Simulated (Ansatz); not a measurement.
Start from SiGe in the wurtzite structure (space group P6_3mc, No. 186; a = 3.9041 Å, c = 6.4549 Å; a model cell, its experimental status unchecked). Axes: x lies along a and z along c of the hexagonal cell.

Modification: the symmetric strain tensor [0.0125 0.0016 0.0022; 0.0016 0.0092 0.0084; 0.0022 0.0084 -0.0005], atoms relaxed at fixed cell.

Computed with r2SCAN (Ansatz, a first-principles code, PAW, no spin-orbit coupling).

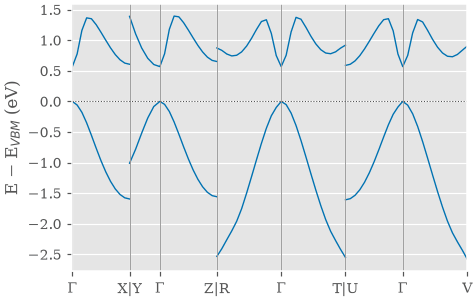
Figure. Highest valence and lowest conduction band along the path of the changed cell's own zone

The gap is 0.57 eV, direct at Γ; the base has 0.66 eV.

Whether these cells are dynamically stable was not tested. Labels are those of the standard path for the cell's own space group.
